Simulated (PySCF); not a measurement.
C$_{5}$H$_{13}$AlP$_{2}$

```yaml
atoms:
  - { symbol: C, position_ang: [-2.7506, -1.1841, -0.2439] }
  - { symbol: C, position_ang: [-1.4388, -0.5462, 0.0681] }
  - { symbol: C, position_ang: [-1.1003, 0.0317, 1.2107] }
  - { symbol: C, position_ang: [0.2853, 0.5856, 1.3193] }
  - { symbol: P, position_ang: [0.9581, 0.5702, -0.4008] }
  - { symbol: Al, position_ang: [3.0641, -0.5701, 0.2876] }
  - { symbol: P, position_ang: [0.1706, 2.4710, -1.0988] }
  - { symbol: C, position_ang: [-0.3666, -0.5787, -0.9899] }
  - { symbol: H, position_ang: [-2.6059, -2.2315, -0.5060] }
  - { symbol: H, position_ang: [-3.4223, -1.1234, 0.6076] }
  - { symbol: H, position_ang: [-3.2156, -0.6885, -1.0957] }
  - { symbol: H, position_ang: [-1.7572, 0.0967, 2.0640] }
  - { symbol: H, position_ang: [0.3048, 1.5934, 1.7457] }
  - { symbol: H, position_ang: [0.9244, -0.0546, 1.9458] }
  - { symbol: H, position_ang: [3.4456, 0.5046, 1.3741] }
  - { symbol: H, position_ang: [3.8490, -0.6321, -1.0639] }
  - { symbol: H, position_ang: [2.2993, -1.8568, 0.7824] }
  - { symbol: H, position_ang: [1.2711, 3.1645, -0.5953] }
  - { symbol: H, position_ang: [0.7658, 2.3300, -2.3531] }
  - { symbol: H, position_ang: [-0.7401, -0.2773, -1.9734] }
  - { symbol: H, position_ang: [0.0504, -1.5874, -1.0850] }
```

Geometry: GFN2-xTB.

All numbers below come from PySCF 2.14.0, PBE0/pcSseg-1, SCF density, gas phase, non-relativistic.

Predict the electron density and electron localisation function between the atoms.

Answer. C–C (1.32 Å): the density is about 2.3 e/Å³ at the midpoint; the ELF peaks at about 0.90 between the atoms (a multiple bond).
C–H (1.08 Å): ρ at the midpoint is about 2 e/Å³; the ELF climbs to about 1 towards the hydrogen, as it does in any bond to H: a covalent bond by its length.
C–C (1.49 Å): ρ at the midpoint is about 1.7 e/Å³; the ELF peaks at about 0.95 between the atoms (a shared electron pair).

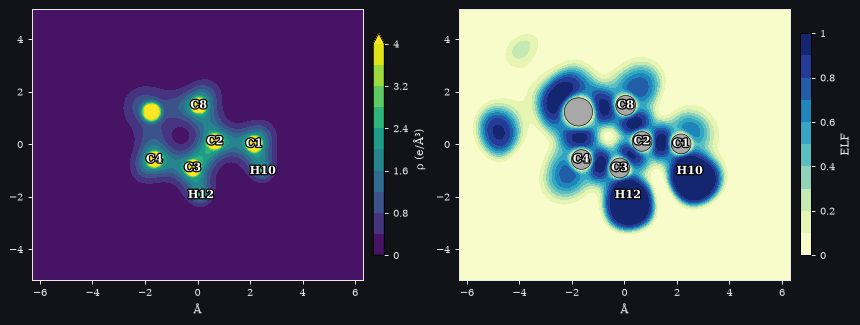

Computed electron density and electron localisation function on the plane of atoms C2, C1 and H10, in this order. Grey discs cover the atomic cores in the ELF map. 
